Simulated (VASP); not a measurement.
# CdPbSO with LDA: from relaxation to properties

Wanted: the relaxed cell of CdPbSO and its properties. The steps: rough relaxation of the start cell, relaxing cell and atoms (LDA), second relaxation, single point with fields (LDA), bands along the symmetry lines (LDA), density of states (LDA), band structure (LDA + SOC) and vibrations at Γ (LDA). The cell is invented: it takes the structure of a Materials Project entry for PbS (space group 187 there), with some of its atoms replaced by other elements, volume scaled by an estimate. It may not be a known or stable phase. The atoms of the start are displaced at random from the sites of a P3m1 cell.

Method: LDA; plane waves and PAW (Pb_d, Cd, S, O), in the first sound run; inputs show where later runs differ, in VASP 6.6.1.

### Step 1. The starting structure

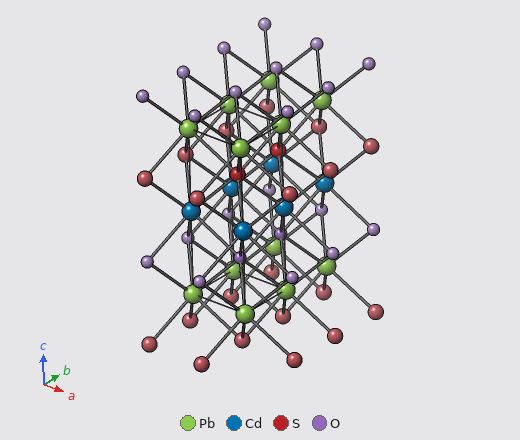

Start, viewed slightly off an axis; lead green, cadmium blue, sulfur red, oxygen purple. 1×2×1 cells are drawn. Some periodic images of atoms are drawn too.

As a file:

```
Pb Cd S O
1.0
     3.74068    0.00000    0.00000
    -1.87034    3.23953    0.00000
     0.00000    0.00000    6.92977
Pb Cd S O
1 1 1 1
Direct
  0.99854 0.99877 0.99822
  0.00336 0.00174 0.49887
  0.66247 0.33003 0.75203
  0.66330 0.32939 0.24981
```

### Step 2. Rough relaxation of the start cell

The start is only an estimate, so a cheap relaxation brings it near a minimum before any careful run. LDA, the lowest rung, knows the local density alone.

The input, INCAR:

```
SYSTEM = CdPbSO
PREC = Normal
ENCUT = 520
EDIFF = 1E-05
NELM = 60
ISMEAR = 0
SIGMA = 0.05
LREAL = .FALSE.
ALGO = Fast
GGA = CA
NBANDS = 25
LORBIT = 11
LWAVE = .FALSE.
LCHARG = .FALSE.
KPAR = 2
IBRION = 2
NSW = 40
ISIF = 3
EDIFFG = -0.04
```

The input, POSCAR:

```
CdPbSO
1.0
    3.7406830000      0.0000000000      0.0000000000
   -1.8703410000      3.2395270000      0.0000000000
    0.0000000000      0.0000000000      6.9297700000
Pb Cd S O
1 1 1 1
Direct
   -0.0014610000     -0.0012350000     -0.0017790000
    0.0033600000      0.0017440000      0.4988660000
    0.6624700000      0.3300280000      0.7520320000
    0.6633010000      0.3293900000      0.2498080000
```

The input, KPOINTS:

```
Automatic mesh
0
Gamma
5 5 3
0 0 0
```

Potentials, in the order of the species: Pb_d, Cd, S and O (LDA family, release 64).

Command:

```
$ mpirun -np 2 vasp_std
```

The log of the run:

```text
[banner, memory and clock lines left out]
running    2 mpi-ranks, on    1 nodes
[...]
LDA part: xc-table for (Slater(with rela. corr.)+CA(PZ))
 , standard interpolation
 POSCAR, INCAR and KPOINTS ok, starting setup
[...]
entering main loop
       N       E                     dE             d eps       ncg     rms          rms(c)
DAV:   1     0.363287603049E+03    0.36329E+03   -0.18711E+04  1900   0.160E+03
DAV:   2     0.135646931912E+02   -0.34972E+03   -0.33816E+03  2038   0.422E+02
DAV:   3    -0.195941836796E+02   -0.33159E+02   -0.32430E+02  2472   0.132E+02
DAV:   4    -0.205918625522E+02   -0.99768E+00   -0.99452E+00  2140   0.245E+01
[...]
RMM:  13    -0.173346552492E+02    0.20269E-05   -0.39346E-04  2229   0.140E-01    0.381E-02
RMM:  14    -0.173346578205E+02   -0.25713E-05   -0.12666E-04  1681   0.749E-02    0.257E-02
RMM:  15    -0.173346539263E+02    0.38941E-05   -0.33075E-05  1369   0.470E-02
   1 F= -.17334654E+02 E0= -.17334654E+02  d E =-.173347E+02
[... from here on, the cycles between the ionic steps are left out ...]
   2 F= -.18076935E+02 E0= -.18076935E+02  d E =-.742281E+00
   4 F= -.18244836E+02 E0= -.18244836E+02  d E =-.130564E+00
   7 F= -.18264965E+02 E0= -.18264965E+02  d E =-.149373E-01
  10 F= -.18267716E+02 E0= -.18267716E+02  d E =-.576643E-03
  13 F= -.18268646E+02 E0= -.18268646E+02  d E =-.583660E-03
  16 F= -.18272155E+02 E0= -.18272155E+02  d E =-.911709E-04
  19 F= -.18274046E+02 E0= -.18274046E+02  d E =-.198130E-02
  22 F= -.18280502E+02 E0= -.18280502E+02  d E =-.212029E-02
  25 F= -.18287068E+02 E0= -.18287068E+02  d E =-.868652E-02
  28 F= -.18337006E+02 E0= -.18337006E+02  d E =-.499381E-01
  31 F= -.18363340E+02 E0= -.18363340E+02  d E =-.832401E-02
  34 F= -.18420606E+02 E0= -.18420606E+02  d E =-.655894E-01
  37 F= -.18530312E+02 E0= -.18530312E+02  d E =-.100218E+00
  39 F= -.18562269E+02 E0= -.18562269E+02  d E =-.132175E+00
  40 F= -.18596916E+02 E0= -.18596916E+02  d E =-.346474E-01
 trial-energy change:   -0.034647  1 .order   -0.034408   -0.050859   -0.017956
 step:   1.0301(harm=  1.0531)  dis= 0.02553  next Energy=   -18.601544 (dE=-0.393E-01)
```

The job ended after 4.4 min (2 MPI ranks of Intel Xeon Platinum 8488C (Sapphire Rapids), shared host; peak memory 0.42 GiB).

Lines that name or quote the potential files are left out of all logs, and their timing lines are given in words.

OUTCAR, selected parts (step 2):

```text
 k-point     1 :       0.0000    0.0000    0.0000
  band No.  band energies     occupation
    ...
     15       1.8890      2.00000
     16       2.1091      2.00000
     17       2.7037      2.00000
     18       3.6740      2.00000
     19       4.2028      2.00000
     20       6.8420      0.00000
     21       8.3670      0.00000
     22       9.1775      0.00000
     23      10.7538      0.00000
     24      12.0861      0.00000
    ...

  Total       -0.4213555      0.1357557     -0.1388676     -0.2535877      0.2340381     -0.1964158
  in kB       -8.7117021      2.8068063     -2.8711461     -5.2430334      4.8388376     -4.0609799
  external PRESSURE =      -2.9253473 kB  Pullay stress =       0.0000000 kB

 POSITION                                       TOTAL-FORCE (eV/Angst)
 -----------------------------------------------------------------------------------
      1.79779      3.14425      0.76930         0.345769      0.137681     -0.075091
      0.18325      0.92325      3.16788        -0.098010      0.076908      0.064509
      2.46756      2.33381      5.18338        -0.300459     -0.169314     -0.112152
      1.97591      1.00951      1.94345         0.052699     -0.045276      0.122733
 -----------------------------------------------------------------------------------
    total drift:                               -0.006500      0.000608     -0.001796

  FREE ENERGIE OF THE ION-ELECTRON SYSTEM (eV)
  ---------------------------------------------------
  free  energy   TOTEN  =       -18.5969161056 eV

  energy  without entropy=      -18.5969161056  energy(sigma->0) =      -18.59691611

[... 19 further parts left out ...]
[key lines of the parts left out:]
E-fermi :   4.4917
```

CONTCAR:

```
CdPbSO
   1.00000000000000
     3.5676679263312132    0.1640829867074888    0.2871072932874425
    -1.6425585191524981    3.3049596045633955    0.3030081278199125
     0.5648626520066274    1.0293356569670964    6.5998802682589339
  Pb              Cd              S               O
     1     1     1     1
Direct
     0.9102958425770992    0.8950072025396034    0.0358717956249241
     0.0366063439785817    0.1304023321519981    0.4724111964102687
     0.7783121141003014    0.4397406399537103    0.7313275567112839
     0.6024556993440151    0.1947768253546842    0.2593164512535248
```

The relaxation used up its NSW steps before forces and stress met EDIFFG.

The next step goes on from the cell that it reached.

### Step 3. Relaxing cell and atoms (LDA)

Properties are meant for the cell that this level of theory prefers, so cell and atoms are relaxed first (ISIF = 3) until forces and stress are small; EDIFFG sets the threshold.

The input, INCAR:

```
SYSTEM = CdPbSO
PREC = Accurate
ENCUT = 520
EDIFF = 1E-06
NELM = 100
ISMEAR = 0
SIGMA = 0.05
LREAL = .FALSE.
ALGO = Normal
GGA = CA
NBANDS = 25
LORBIT = 11
LWAVE = .FALSE.
LCHARG = .FALSE.
KPAR = 2
IBRION = 2
NSW = 60
ISIF = 3
EDIFFG = -0.01
```

The input, POSCAR:

```
CdPbSO
1.0
    3.5676679263      0.1640829867      0.2871072933
   -1.6425585192      3.3049596046      0.3030081278
    0.5648626520      1.0293356570      6.5998802683
Pb Cd S O
1 1 1 1
Direct
    0.9102958426      0.8950072025      0.0358717956
    0.0366063440      0.1304023322      0.4724111964
    0.7783121141      0.4397406400      0.7313275567
    0.6024556993      0.1947768254      0.2593164513
```

The input, KPOINTS:

```
Automatic mesh
0
Gamma
7 7 4
0 0 0
```

Command:

```
$ mpirun -np 2 vasp_std
```

The log of the run:

```text
[... set-up lines as in an earlier step ...]
 entering main loop
       N       E                     dE             d eps       ncg     rms          rms(c)
DAV:   1     0.361379424153E+03    0.36138E+03   -0.18241E+04  4950   0.164E+03
DAV:   2     0.131740998939E+02   -0.34821E+03   -0.33704E+03  5097   0.426E+02
DAV:   3    -0.203404968180E+02   -0.33515E+02   -0.32825E+02  6307   0.135E+02
DAV:   4    -0.213586589096E+02   -0.10182E+01   -0.10154E+01  5686   0.251E+01
DAV:   5    -0.213876072036E+02   -0.28948E-01   -0.28934E-01  6539   0.454E+00    0.121E+01
DAV:   6    -0.189314327680E+02    0.24562E+01   -0.11498E+01  7445   0.399E+01    0.946E+00
DAV:   7    -0.186589234786E+02    0.27251E+00   -0.31293E+00  5456   0.127E+01    0.558E+00
DAV:   8    -0.186274830023E+02    0.31440E-01   -0.60948E-01  5275   0.493E+00    0.152E+00
DAV:   9    -0.186213643205E+02    0.61187E-02   -0.49521E-02  7489   0.179E+00    0.285E-01
DAV:  10    -0.186208838438E+02    0.48048E-03   -0.13586E-02  6176   0.926E-01    0.130E-01
DAV:  11    -0.186207981434E+02    0.85700E-04   -0.11148E-03  6995   0.316E-01    0.519E-02
DAV:  12    -0.186208058451E+02   -0.77017E-05   -0.12847E-04  5416   0.892E-02    0.215E-02
DAV:  13    -0.186208058620E+02   -0.16881E-07   -0.16364E-05  6581   0.329E-02    0.971E-03
DAV:  14    -0.186208058709E+02   -0.89426E-08   -0.17371E-06  2900   0.131E-02
   1 F= -.18620806E+02 E0= -.18620806E+02  d E =-.186208E+02
 curvature:   0.00 expect dE= 0.000E+00 dE for cont linesearch  0.000E+00
 trial: gam= 0.00000 g(F)=  0.156E-01 g(S)=  0.808E-02 ort = 0.000E+00 (trialstep = 0.100E+01)
 search vector abs. value=  0.236E-01
 bond charge predicted
       N       E                     dE             d eps       ncg     rms          rms(c)
DAV:   1    -0.186475548359E+02   -0.26749E-01   -0.47351E+00  4996   0.138E+01    0.906E-01
DAV:   2    -0.186490323044E+02   -0.14775E-02   -0.20325E-01  7084   0.392E+00    0.480E-01
DAV:   3    -0.186421665616E+02    0.68657E-02   -0.83286E-03  6822   0.889E-01    0.219E-01
DAV:   4    -0.186408389438E+02    0.13276E-02   -0.32105E-03  7592   0.592E-01    0.654E-02
DAV:   5    -0.186408416826E+02   -0.27388E-05   -0.44586E-04  5446   0.184E-01    0.447E-02
DAV:   6    -0.186408357804E+02    0.59022E-05   -0.44076E-05  6692   0.496E-02    0.192E-02
DAV:   7    -0.186408357709E+02    0.95665E-08   -0.11737E-05  5801   0.260E-02    0.688E-03
DAV:   8    -0.186408354818E+02    0.28904E-06   -0.19223E-06  2675   0.111E-02
   2 F= -.18640835E+02 E0= -.18640835E+02  d E =-.200296E-01
[... from here on, the cycles between the ionic steps are left out ...]
   3 F= -.18659767E+02 E0= -.18659767E+02  d E =-.389612E-01
   4 F= -.18667244E+02 E0= -.18667244E+02  d E =-.747662E-02
   5 F= -.18667636E+02 E0= -.18667636E+02  d E =-.786909E-02
   6 F= -.18674709E+02 E0= -.18674709E+02  d E =-.707256E-02
   7 F= -.18675805E+02 E0= -.18675805E+02  d E =-.816860E-02
   8 F= -.18682010E+02 E0= -.18682010E+02  d E =-.620503E-02
   9 F= -.18687114E+02 E0= -.18687114E+02  d E =-.113098E-01
  10 F= -.18689041E+02 E0= -.18689041E+02  d E =-.192683E-02
  11 F= -.18694721E+02 E0= -.18694721E+02  d E =-.760682E-02
  12 F= -.18705306E+02 E0= -.18705306E+02  d E =-.181919E-01
  13 F= -.18719098E+02 E0= -.18719098E+02  d E =-.319838E-01
  14 F= -.18741348E+02 E0= -.18741348E+02  d E =-.222497E-01
  15 F= -.18758573E+02 E0= -.18758573E+02  d E =-.394749E-01
  16 F= -.18759134E+02 E0= -.18759134E+02  d E =-.400358E-01
  17 F= -.18772275E+02 E0= -.18772275E+02  d E =-.131412E-01
  18 F= -.18786679E+02 E0= -.18786679E+02  d E =-.275454E-01
  19 F= -.18795098E+02 E0= -.18795098E+02  d E =-.841856E-02
  20 F= -.18795721E+02 E0= -.18795721E+02  d E =-.904179E-02
  21 F= -.18799828E+02 E0= -.18799828E+02  d E =-.410677E-02
  22 F= -.18804520E+02 E0= -.18804520E+02  d E =-.879909E-02
  23 F= -.18806742E+02 E0= -.18806742E+02  d E =-.222183E-02
  24 F= -.18807666E+02 E0= -.18807666E+02  d E =-.314546E-02
  25 F= -.18809233E+02 E0= -.18809233E+02  d E =-.156676E-02
  26 F= -.18809439E+02 E0= -.18809439E+02  d E =-.177368E-02
  27 F= -.18810636E+02 E0= -.18810636E+02  d E =-.119662E-02
  28 F= -.18810889E+02 E0= -.18810889E+02  d E =-.144954E-02
  29 F= -.18811295E+02 E0= -.18811295E+02  d E =-.405889E-03
  30 F= -.18811530E+02 E0= -.18811530E+02  d E =-.641031E-03
  31 F= -.18811768E+02 E0= -.18811768E+02  d E =-.238352E-03
  32 F= -.18811788E+02 E0= -.18811788E+02  d E =-.257907E-03
  33 F= -.18811975E+02 E0= -.18811975E+02  d E =-.187055E-03
  34 F= -.18812090E+02 E0= -.18812090E+02  d E =-.301845E-03
  35 F= -.18812091E+02 E0= -.18812091E+02  d E =-.302768E-03
  36 F= -.18812133E+02 E0= -.18812133E+02  d E =-.427032E-04
 trial-energy change:   -0.000043  1 .order   -0.000044   -0.000064   -0.000023
 step:   2.0050(harm=  2.0050)  dis= 0.00171  next Energy=   -18.812141 (dE=-0.505E-04)
 bond charge predicted
       N       E                     dE             d eps       ncg     rms          rms(c)
DAV:   1    -0.188121724233E+02   -0.38976E-04   -0.89043E-03  5830   0.669E-01    0.450E-02
DAV:   2    -0.188121504823E+02    0.21941E-04   -0.27684E-04  6329   0.161E-01    0.211E-02
DAV:   3    -0.188121439620E+02    0.65204E-05   -0.30530E-05  7325   0.650E-02    0.141E-02
DAV:   4    -0.188121418832E+02    0.20787E-05   -0.55050E-06  5074   0.213E-02    0.678E-03
DAV:   5    -0.188121414490E+02    0.43420E-06   -0.76070E-07  2618   0.114E-02
  37 F= -.18812141E+02 E0= -.18812141E+02  d E =-.507414E-04
 curvature:  -1.19 expect dE=-0.508E-04 dE for cont linesearch -0.401E-07
 trial: gam= 0.81913 g(F)=  0.379E-05 g(S)=  0.390E-04 ort = 0.142E-05 (trialstep = 0.997E+00)
 search vector abs. value=  0.851E-04
 reached required accuracy - stopping structural energy minimisation
```

It took 17 min on 2 MPI ranks; peak memory 0.69 GiB; 33 min of CPU time.

From OUTCAR (step 3):

```text
  LATTYP: Found a triclinic cell.
 ALAT       =     3.5829608227
 B/A-ratio  =     1.1194797536
 C/A-ratio  =     1.9676319865
 COS(alpha) =     0.0025169019
 COS(beta)  =     0.3685648144
 COS(gamma) =     0.5292988774

The static configuration has the point symmetry C_1 .

 Found     99 irreducible k-points:

   k-points           NKPTS =     99   k-points in BZ     NKDIM =     99   number of bands    NBANDS=     25

   dimension x,y,z NGX =    28 NGY =   28 NGZ =   50
   dimension x,y,z NGXF=    56 NGYF=   56 NGZF=  100

   ENCUT  =  520.0 eV  38.22 Ry    6.18 a.u.   6.66  6.89 12.46*2*pi/ulx,y,z

   NELECT =      38.0000    total number of electrons

 E-fermi :   5.1858

 k-point     1 :       0.0000    0.0000    0.0000
  band No.  band energies     occupation
    ...
     15       2.3307      2.00000
     16       2.4776      2.00000
     17       2.8942      2.00000
     18       4.1414      2.00000
     19       4.9705      2.00000
     20       7.2813      0.00000
     21       8.9070      0.00000
     22      10.0143      0.00000
     23      11.1520      0.00000
     24      11.9144      0.00000
    ...

 k-point     2 :       0.1429   -0.0000    0.0000
  band No.  band energies     occupation
    ...
     15       2.2112      2.00000
     16       2.8040      2.00000
     17       3.0349      2.00000
     18       3.7701      2.00000
     19       4.2327      2.00000
     20       7.6947      0.00000
     21       8.4349      0.00000
     22       9.7358      0.00000
     23      10.3997      0.00000
     24      11.8549      0.00000
    ...

  Total        0.0395640      0.0191082      0.0301264     -0.0044880      0.0052829     -0.0122395
  in kB        0.8515423      0.4112687      0.6484147     -0.0965960      0.1137042     -0.2634319
  external PRESSURE =       0.6370753 kB  Pullay stress =       0.0000000 kB

  energy-cutoff  :      520.00
  volume of cell :       74.44
      direct lattice vectors                 reciprocal lattice vectors
     3.482015651  0.037834574  0.003951759     0.285560479  0.152542746 -0.024659399
    -1.756888155  3.357366319  0.423532332    -0.003229342  0.302220885 -0.048024224
     0.009441816  1.026781367  6.460995172     0.000037032 -0.019904539  0.157938094

 POSITION                                       TOTAL-FORCE (eV/Angst)
 -----------------------------------------------------------------------------------
      1.72208      3.11982      0.69794         0.002405     -0.005972      0.001447
      0.00526      1.07088      3.23269        -0.003147      0.003087      0.001105
      1.73690      2.18773      4.77720         0.001255      0.000744      0.000143
      1.73858      0.82169      1.68896        -0.000513      0.002141     -0.002696
 -----------------------------------------------------------------------------------
    total drift:                               -0.000707     -0.000138     -0.000677

  FREE ENERGIE OF THE ION-ELECTRON SYSTEM (eV)
  ---------------------------------------------------
  free  energy   TOTEN  =       -18.8121414490 eV

  energy  without entropy=      -18.8121414490  energy(sigma->0) =      -18.81214145

 reached required accuracy - stopping structural energy minimisation

 total charge
# of ion       s       p       d       tot
------------------------------------------
    1        1.480   0.519   9.854  11.853
    2        0.409   0.307   9.583  10.300
    3        1.343   2.372   0.000   3.715
    4        1.574   3.299   0.000   4.873
--------------------------------------------------
tot          4.807   6.497  19.437  30.741

[... 1 part as in an earlier step ...]

[... 7 further parts left out ...]
```

CONTCAR:

```
CdPbSO
   1.00000000000000
     3.4820156506939015    0.0378345743557153    0.0039517592189116
    -1.7568881545675061    3.3573663190192025    0.4235323316775575
     0.0094418161743712    1.0267813671306785    6.4609951718990590
  Pb              Cd              S               O
     1     1     1     1
Direct
     0.9504548589066819    0.9037962782636030    0.0481967048304560
     0.0851423704480684    0.1683782989760835    0.4892494537855629
     0.7119099027076652    0.4261472366276596    0.7110203257812513
     0.5801628679375820    0.1616051862326446    0.2504605156027390
```

The gap is read on the k-mesh alone, so it is an upper bound where the band edges lie off the mesh.

(Part 1 of 6 ends here.)

[Lines on the potential files, build, host, timing and source positions are cut from VASP's logs without a mark.]

[Logs are printed without paths, hosts, clocks, repeated set-up lines and the standing remarks that a program may print on its own settings, such as how far it seeks lower states.]

[Hosts, paths, dates, database ids (printed as entryN), source tags and the programs' standing remarks are cut or masked in the printed files.]

[A measured line is paired with the nearest computed mode of its activity, which favours agreement.]

[In band tables of VASP the shares of atoms and orbitals are scaled to a sum of 1 inside the atoms' spheres.]
